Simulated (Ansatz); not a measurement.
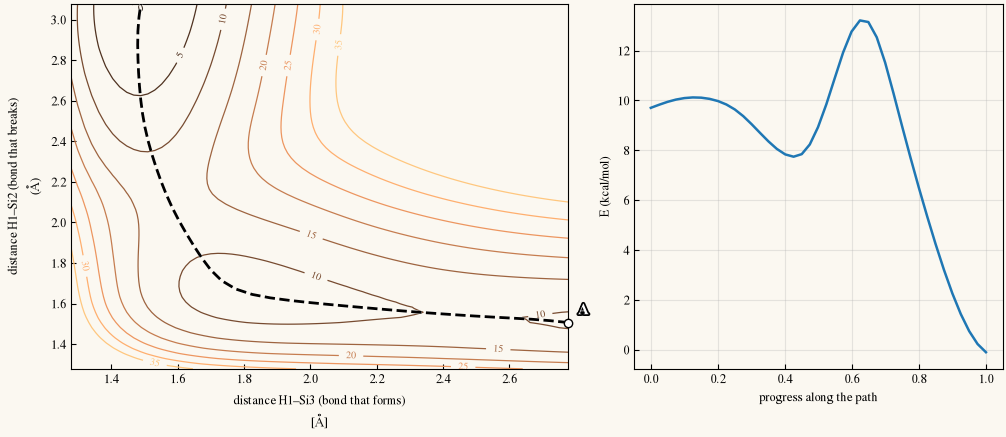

The reacting system H₆Si₃ (one molecule; an intramolecular 1,2-shift). Coordinates scanned: (1) distance H1–Si3 (bond that forms); (2) distance H1–Si2 (bond that breaks). Relaxed at each point: all other coordinates. Grid: 10 × 10 points. Points are written as (first, second). All energies are given in kcal/mol relative to the lowest grid point. The reference is spin-restricted, so regions where a bond is pulled apart into radicals lie too high. These are results of Ansatz, RKS PBE0-D4/def2-SVP, not measurements.

Drawn: contour lines labelled in kcal/mol (none above 35), a line along the lowest path, the energy along the path at the right, the start A. Between grid points the surface is interpolated.

**Describe the path and its barrier.**

The easiest path runs from the side where the first distance is long, about (2.78 Å, 1.51 Å), to the side where the second distance is long, (1.507 Å, 3.078 Å). Its highest point, at about (1.58 Å, 2.07 Å), lies about 3.5 kcal/mol above the start and 13 kcal/mol above the end on the interpolated surface. An end on the edge of the scan is no minimum, so the barrier from there is a lower bound.
